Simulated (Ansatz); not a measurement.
```xyz
9

Si   -0.5704    0.1448    0.1909
C     0.9872   -0.8777    0.1960
H    -1.7529   -0.6820   -0.1707
S    -0.2777    1.6913   -1.2647
H    -0.8234    0.7420    1.5296
H     1.1640   -1.3197   -0.7867
H     0.9050   -1.6869    0.9256
H     1.8519   -0.2654    0.4604
H    -1.4836    2.2534   -1.0803
```

The product side of a reaction path; geometry: PBE0-D4/def2-TZVP.

These are results of Ansatz, RKS PBE0-D4/def2-TZVPP, not measurements.

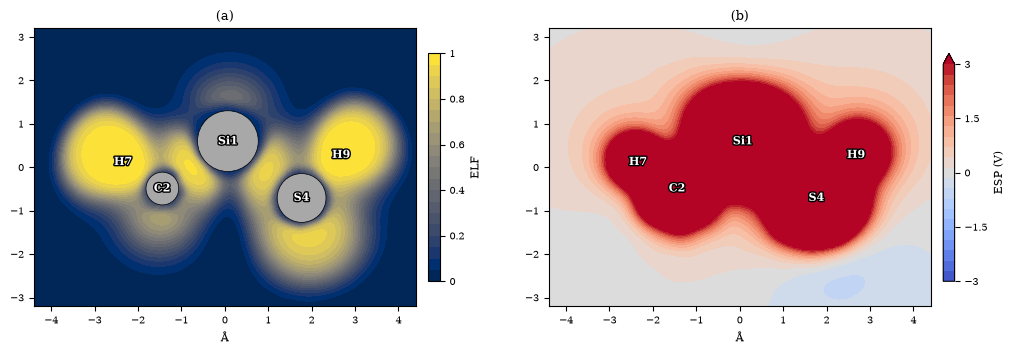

CH6SSi. (a) electron localisation function; (b) electrostatic potential on the plane of atoms C2, Si1 and S4. Grey discs cover the atomic cores in the ELF map.

Read the bonding off the picture.

Answer. Atoms in the plane: Si, C, S and H. C–Si (1.86 Å): the ELF peaks at about 0.95 between the atoms; localised, covalent bonding. Si–S (2.14 Å): the ELF peaks at about 0.90 between the atoms: a shared electron pair. C–H (1.09 Å): the ELF climbs to about 1 towards the hydrogen, as it does in any bond to H: a covalent bond by its length. S–H (1.34 Å): the ELF climbs to about 1 towards the hydrogen. The ELF also peaks beside S4, away from the bonds: lone-pair regions. Outside the dense part of the molecule the potential is most negative (−0.5 V) near S4.
